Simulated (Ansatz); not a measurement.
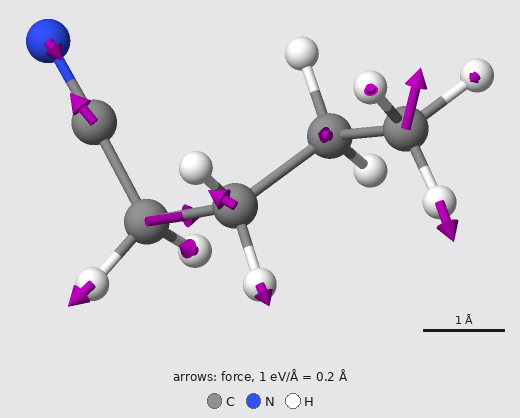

Starting geometry of C5H9N (coarse preliminary run) with the computed forces as purple arrows. A ball-and-stick model, seen at a tilt.

The start comes from a force field.

All numbers below come from Ansatz, RKS PBE-D4/def2-SVP.

Input
```yaml
crystal:
  periodic: [false, false, false]
  atoms:
    - {symbol: C, position_ang: [-1.083500, 1.135400, -1.357500]}
    - {symbol: C, position_ang: [-0.794300, 0.348500, -0.141500]}
    - {symbol: C, position_ang: [0.516500, -0.369400, -0.323000]}
    - {symbol: C, position_ang: [0.973200, -1.249500, 0.881500]}
    - {symbol: C, position_ang: [1.219000, -0.485100, 2.069700]}
    - {symbol: N, position_ang: [1.468300, 0.153900, 3.036700]}
    - {symbol: H, position_ang: [-2.065200, 1.689300, -1.225600]}
    - {symbol: H, position_ang: [-0.329800, 1.960100, -1.558900]}
    - {symbol: H, position_ang: [-1.204100, 0.565800, -2.218100]}
    - {symbol: H, position_ang: [-0.758500, 1.012100, 0.757400]}
    - {symbol: H, position_ang: [-1.598400, -0.380300, 0.052100]}
    - {symbol: H, position_ang: [0.521000, -0.992800, -1.189400]}
    - {symbol: H, position_ang: [1.297800, 0.390500, -0.493100]}
    - {symbol: H, position_ang: [0.048800, -1.939300, 1.111600]}
    - {symbol: H, position_ang: [1.767400, -1.890000, 0.627500]}
basis:
  gaussian: {orbitals: def2-SVP}
hamiltonian: {xc: pbe, dispersion: d4}
relax: {f_tol: 0.03, max_steps: 200}
```

Launched with:
```bash
ansatz run in.yaml --threads 2 --pin off --events-out ev --progress --plain --max-ram 22528MiB --backend cpu
```

Question: Is this structure relaxed? If not, where do the atoms go?

Answer: It isn't relaxed: the largest force vector, on C atoms, is 3.98 eV/Å. The final displacements follow the starting forces only in part (cosine between the two patterns 0.37). The atom that moves furthest after the best rigid fit is H13 (0.12 Å). By element the largest moves are H 0.12 Å, C 0.10 Å, N 0.10 Å. Some distances before and after: C1–H9 1.039 → 1.111 Å, C4–H14 1.176 → 1.112 Å, C4–H15 1.051 → 1.111 Å, C1–C2 1.477 → 1.529 Å. Bond angles that change, for instance: C3–C4–H14 104.6° → 110.3°, C5–C4–H15 113.3° → 108.0°, C1–C2–C3 109.0° → 113.0°. The energy falls by 9.78 kcal/mol in 5 geometry steps. The largest force component goes from 4 to 0.012 eV/Å. The run took of the order of 23 core-seconds on a shared host.
